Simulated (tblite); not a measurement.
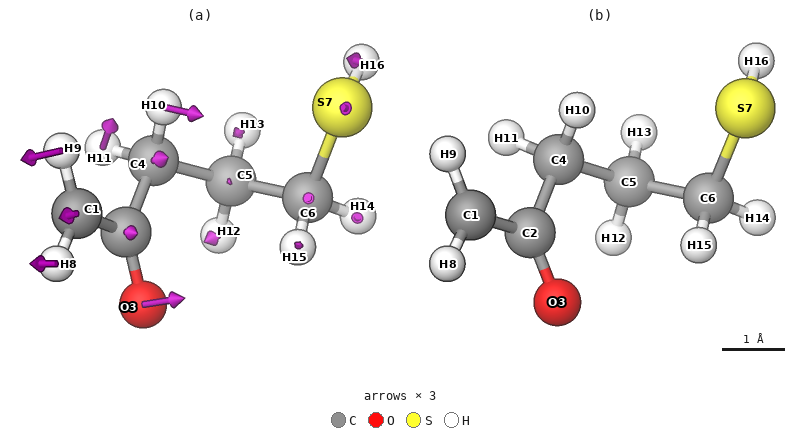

The structure of C₅H₉OS (multiplicity 2) before (left) and after (right) a relaxation, at one scale. The purple arrows give the displacements, magnified 3 times.

A ball-and-stick model, seen at a tilt.

Method: tblite 0.8.0, GFN2-xTB geometry optimisation, gas phase. 

What changed between the two?

Answer. H9 moves most after the best rigid fit: 0.31 Å. By element the largest moves are H 0.31 Å, O 0.27 Å, C 0.15 Å, S 0.09 Å. Among the contacts that change: C1–C2 1.458 → 1.414 Å, C4–C5 1.536 → 1.525 Å, C5–H12 1.101 → 1.093 Å, C2–C4 1.518 → 1.525 Å. Bond angles that change, for instance: C1–C2–O3 119.2° → 122.8°, C4–C5–C6 115.4° → 112.0°, S7–C6–H15 108.0° → 105.3°. Over 100 geometry steps the energy falls by 0.093 eV. Cost: 0.5 s on 1 thread of Arm Neoverse V2, with other jobs on the host.
